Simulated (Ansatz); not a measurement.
## Electronic structure of C2H8Ge in real space

Input

```
crystal:
  periodic: [false, false, false]
  atoms:
    - {symbol: C, position_ang: [-1.251159, 0.959395, -0.437259]}
    - {symbol: Ge, position_ang: [-0.186830, -0.675246, -0.310331]}
    - {symbol: C, position_ang: [1.439368, -0.356844, 0.726518]}
    - {symbol: H, position_ang: [-2.159711, 0.785621, -1.015086]}
    - {symbol: H, position_ang: [-0.676323, 1.747920, -0.925553]}
    - {symbol: H, position_ang: [-1.535153, 1.304043, 0.558335]}
    - {symbol: H, position_ang: [0.189293, -1.159101, -1.727032]}
    - {symbol: H, position_ang: [-1.021381, -1.784979, 0.363940]}
    - {symbol: H, position_ang: [2.044833, 0.417133, 0.252162]}
    - {symbol: H, position_ang: [1.186090, -0.028118, 1.735690]}
    - {symbol: H, position_ang: [2.036371, -1.266723, 0.799016]}
basis:
  gaussian: {orbitals: def2-TZVPP}
hamiltonian: {xc: pbe0, dispersion: d4}
output: {orbitals: {seedname: orbitals}}
```

Launched as:

```sh
ansatz run in.yaml --threads 2 --pin off --events-out ev --progress --plain --max-ram 32768MiB --backend cpu
```

Geometry: PBE0-D4/def2-TZVP.

These are results of Ansatz, RKS PBE0-D4/def2-TZVPP, not measurements.

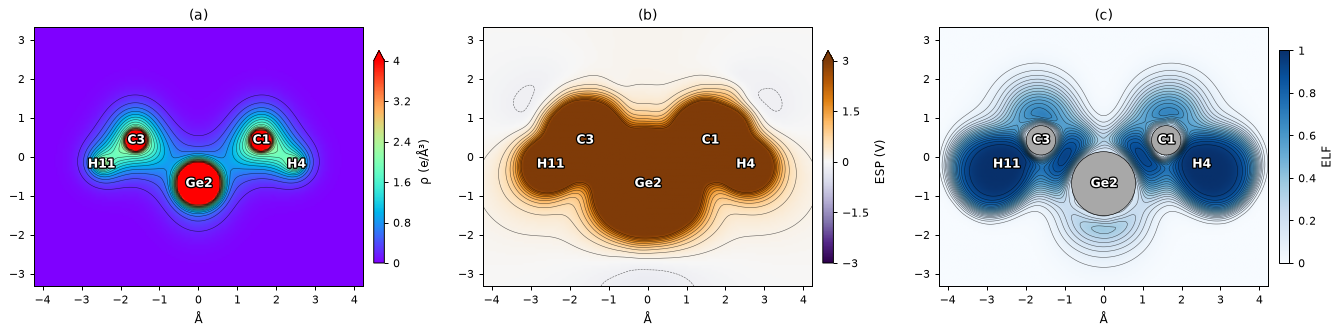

Figure 1. (a) total electron density; (b) electrostatic potential; (c) electron localisation function on the plane of atoms C1, Ge2 and C3. Grey discs cover the atomic cores in the ELF map.

What do the fields say about this system?

Answer. The plane passes through C, Ge and H nuclei.
C–Ge (1.95 Å): the density is about 0.87 e/Å³ at the midpoint; the ELF peaks at about 0.95 in the valence shell of C, 0.7 Å from its nucleus, and is about 0.70 at the midpoint.
C–H (1.09 Å): ρ at the midpoint is about 2 e/Å³; the ELF climbs to about 1 towards the hydrogen, as it does in any bond to H; a covalent bond by its length.
The potential has no marked negative region in this plane.

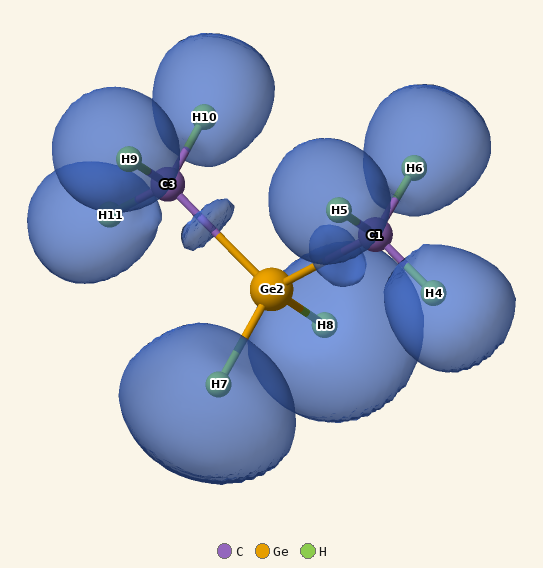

Figure 2. Isosurface of the electron localisation function at 0.85 (blue), seen at a tilt. Core shells and regions of very low density are left out.

What do the ELF domains correspond to?

Answer. At this value the surface marks out eight regions around hydrogen nuclei and two lobes of the valence shell of C pointing towards Ge (polar bonds).

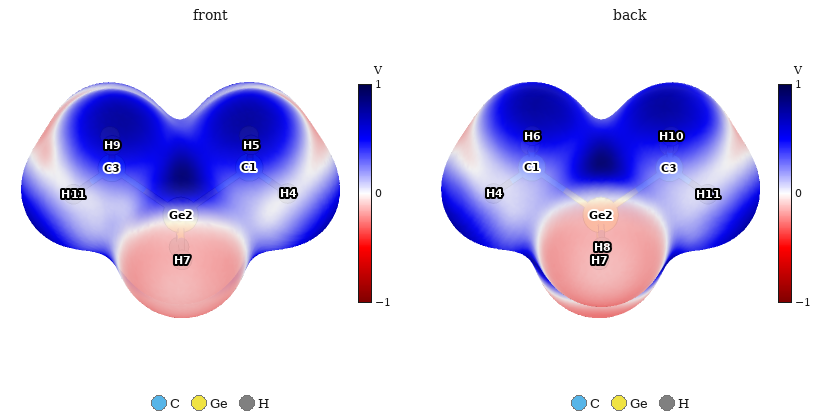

Figure 3. The molecular electrostatic potential painted on the density surface at 0.002 e/bohr³, seen from the front and from behind; red is negative and blue positive.

Describe the electrostatic potential map.

Answer. The most negative region (about −0.3 V) lies over H7 and H8, the most positive (about +0.8 V) over Ge2.
